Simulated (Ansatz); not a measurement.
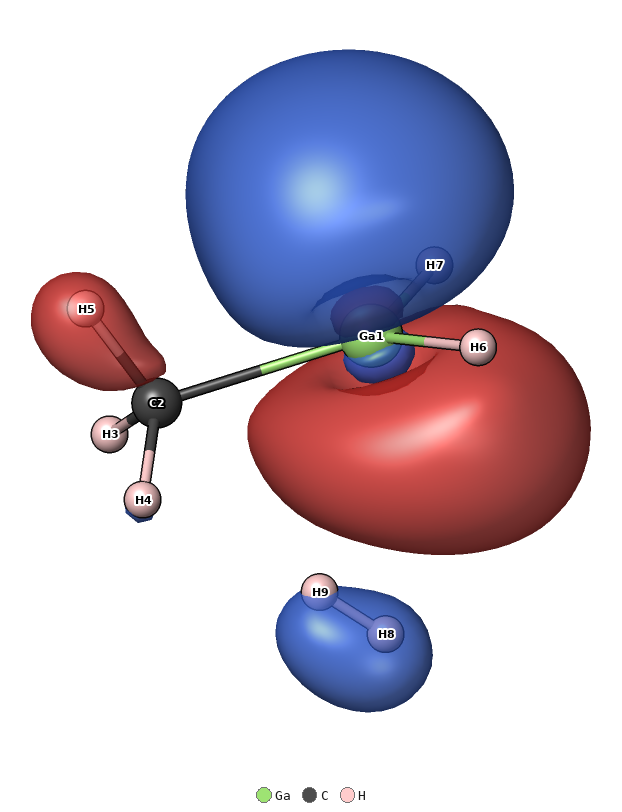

*CH₅Ga···H₂. The LUMO at ±0.1 Å⁻³ᐟ² (blue and red are the two phases), seen at a tilt.*

Not at a stationary point (largest force 1.9 eV/Å).

All numbers below come from RKS PBE/def2-SVP (Ansatz 0.2.0).

```xyz
9

Ga    0.0179    0.1832    0.2065
C     0.0145    0.1548    2.1883
H    -0.9506   -0.2000    2.6020
H     0.8381   -0.4649    2.5960
H     0.1724    1.1867    2.5747
H     1.3905    0.1006   -0.5843
H    -1.3452    0.3347   -0.5887
H    -0.3243   -2.5023    0.7832
H    -0.2436   -1.9518    1.2468
```

**Describe this orbital and give its energy.**

Its weight (Hirshfeld) is mainly on Ga1 (about 75 %). Its energy is −1.84 eV.
